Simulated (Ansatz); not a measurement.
**Profile along the O–Ca line in CaO (rock salt)**

CaO (rock salt)

```xyz
2
Lattice="0.0000 2.4153 2.4153 2.4153 0.0000 2.4153 2.4153 2.4153 0.0000" Properties=species:S:1:pos:R:3 pbc="T T T"
O      0.0000     0.0000     0.0000
Ca     2.4153     2.4153     2.4153
```

Fields along a shortest O–Ca line of a {100} plane (2.42 Å), from O to Ca, interpolated on the slice's grid (step about 0.1 Å). All values below come from PBE (plane waves to 420 eV, PAW, scalar-relativistic; Ansatz, a first-principles code). k mesh 12×12×12. Near the nuclei the fields are pseudised (PAW); where an atom keeps semicore shells as valence, they peak there. CaO was relaxed with its symmetry unable to fall.

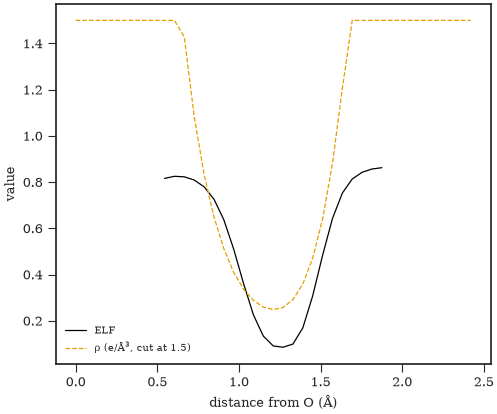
Figure: ELF (away from the nuclei) and valence density from O to Ca.

Density on the O–Ca line (2.42 Å) at its midpoint: 0.25 e/Å³. ELF at that point: 0.09. Character of the O–Ca contact (rough rule: ELF there above 0.7 covalent, below 0.2 ionic, polar between): closed-shell (ionic).
